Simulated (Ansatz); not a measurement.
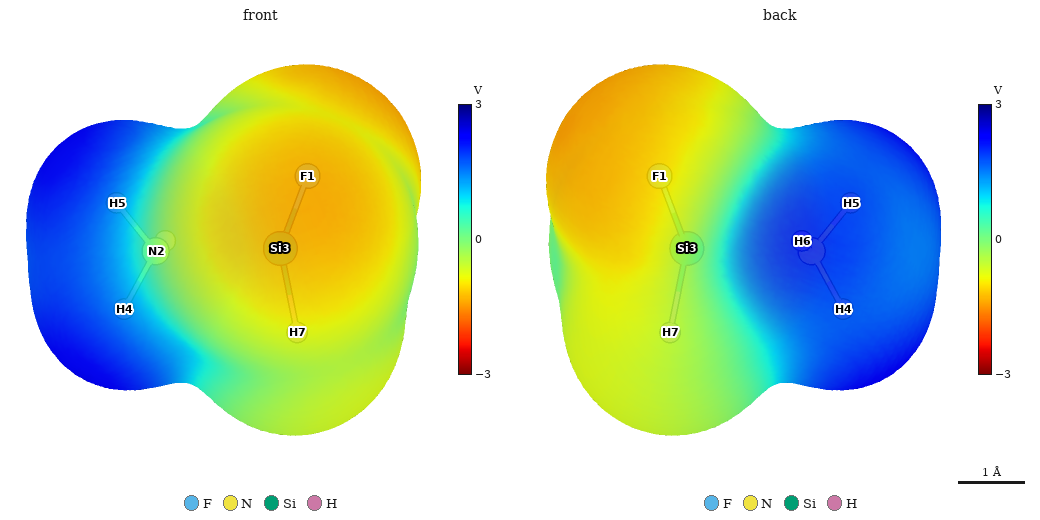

FH4NSi. The molecular electrostatic potential painted on the density surface at 0.001 e/bohr³, seen from the front and from behind; red is negative and blue positive.

Geometry: B3LYP-D3(BJ)/6-311G**.

These are results of isolated molecule in a Gaussian basis; Kohn-Sham density functional theory, functional PBE0 (Ansatz), not measurements.

```xyz
7

F     2.0019    2.5698   -1.0284
N    -0.5728    2.1297   -1.2214
Si    0.9336    2.2957    0.2350
H    -1.3367    1.5155   -0.9497
H    -0.9620    3.0331   -1.4771
H    -0.1154    1.7382   -2.0431
H     0.9559    0.7523    0.2044
```

Q: Describe the electrostatic potential map.

A: The most negative region (about −1.4 V) lies over F1 and Si3, the most positive (about +2.3 V) over H4 and H5.

Q: How polar is the molecule by this calculation?

A: Its dipole moment is 5.24 D.
